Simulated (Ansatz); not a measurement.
**Ligand exchange: CH4O + B(NH2)3 → CH5NO + BH(NH2)2**

Species: CH4O (methanol) `CO`, singlet; B(NH2)3, singlet; CH5NO `CON`, singlet; BH(NH2)2, singlet. The partners trade H for NH2: O–H and B–NH2 bonds give way to O–NH2 and B–H.

Shapes, held fixed at every level: PBE0-D4/def2-TZVP. Flexible molecules stand in one conformer, not always the lowest. Programs: Ansatz 0.2.0. Electronic energies: no zero-point or thermal term.

```csv
level,kind,ΔE (kJ/mol),less CCSD(T)/CBS estimate,CPU time (sum over the molecules)
HF/def2-SVP,Hartree–Fock,+280.2,-1.9,–
SPW92/def2-TZVPP,LDA,+269.1,-13.0,11 s
r2SCAN-D4/def2-TZVPP,meta-GGA,+273.0,-9.1,32 s
r2SCAN0-D4/def2-TZVPP,global hybrid,+282.8,+0.7,30 s
wB97M-V/def2-TZVPP,range-separated hybrid,+273.8,-8.3,65 s
CCSD/def2-SVP,coupled cluster or CI,+262.9,-19.2,–
CCSD(T)/def2-TZVPP,coupled cluster or CI,+275.1,-7.0,85 s
CCSD(T)/CBS estimate,coupled cluster or CI,+282.1,0.0,5.9 min
```

The highest level, CCSD(T)/CBS estimate, gives ΔE = +282.1 kJ/mol; the levels span +262.9 to +282.8. The column of differences is taken from that level and isn't an error. No measured value is set beside it here. The CBS estimate extrapolates MP2 from def2-TZVPP and def2-QZVPP and adds CCSD(T) − MP2 in the triple-zeta set, cores frozen. Times are processor times on shared x86 and Arm servers, and rough.

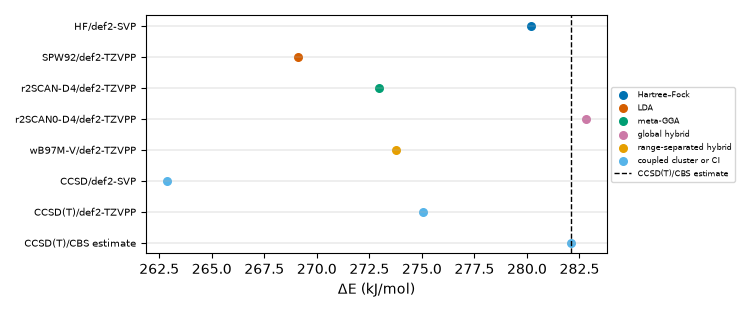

The values of the table, level by level.
